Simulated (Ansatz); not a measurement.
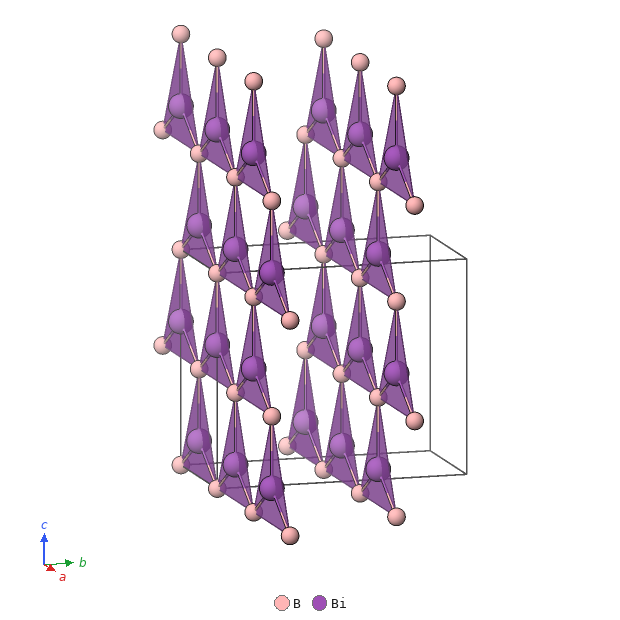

Polyhedra are drawn about Bi (bonds: B–Bi below 2.5 Å); other atoms are plain spheres.

The compound is BiB (space group Fmm2, No. 42), taken as the input geometry of an electronic-structure calculation (not necessarily at equilibrium); the starting structure was generated, so it need not be a known form of this composition.

Sharing among the drawn polyhedra:

```json
{"site": "Bi", "polyhedron": "BiB3 triangle", "corner-sharing neighbours": "6", "edge-sharing": "0", "face-sharing": "0", "bond (Å)": "2.23"}
```

They form layers of corner-sharing triangles parallel to (010).
